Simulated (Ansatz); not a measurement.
C$_{4}$H$_{13}$NSi

```xyz
19

Si   -0.0021    0.0046   -0.0504
H    -0.0210    0.0091    1.4764
C     1.8211    0.0023   -0.6045
H     2.3028   -0.9278   -0.2780
H     1.8855    0.0604   -1.6975
H     2.3879    0.8376   -0.1784
N    -0.8228    1.4168   -0.7702
C    -2.2781    1.4872   -0.8756
H    -2.7073    0.4806   -0.9172
H    -2.7425    2.0269   -0.0280
H    -2.5634    2.0132   -1.8006
C    -0.1786    2.7265   -0.8338
H    -0.4737    3.2466   -1.7591
H    -0.4518    3.3790    0.0176
H     0.9109    2.6163   -0.8450
C    -0.8795   -1.5824   -0.6358
H    -1.8910   -1.6755   -0.2250
H    -0.9458   -1.5981   -1.7302
H    -0.3061   -2.4596   -0.3111
```

Method: RKS r2SCAN-D4/6-31G (Ansatz 0.2.0).

Q: What can the converged electron density and electron localisation function tell about the bonding?

A: C–N (1.46 Å): the density is about 1.7 e/Å³ at the midpoint; the ELF peaks at about 0.90 between the atoms (a shared electron pair).
C–H (1.10 Å): the density is about 1.9 e/Å³ at the midpoint; the ELF climbs to about 1 towards the hydrogen, as it does in any bond to H: an ordinary covalent bond to hydrogen.

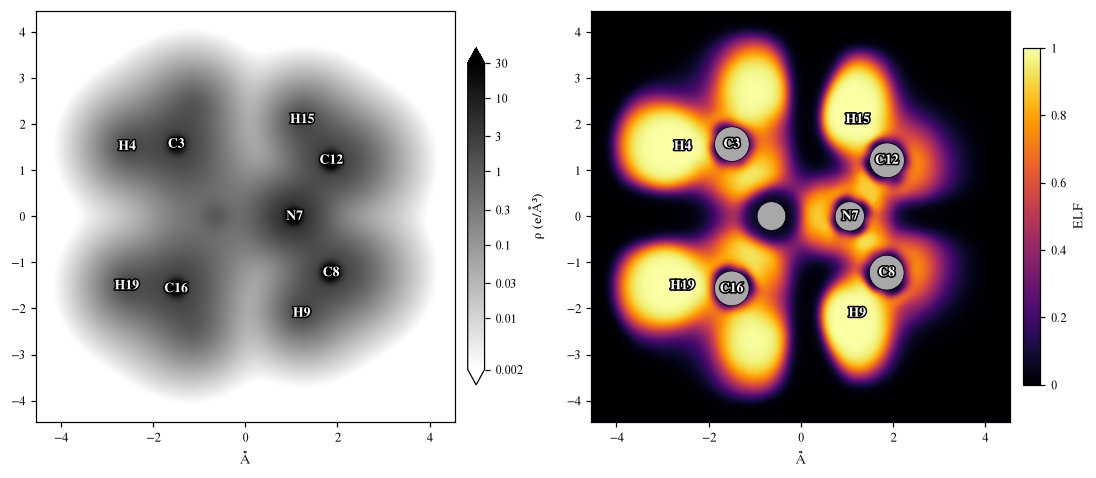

Computed electron density and electron localisation function on the plane of atoms C8, N7 and C12, in this order. Grey discs cover the atomic cores in the ELF map. 
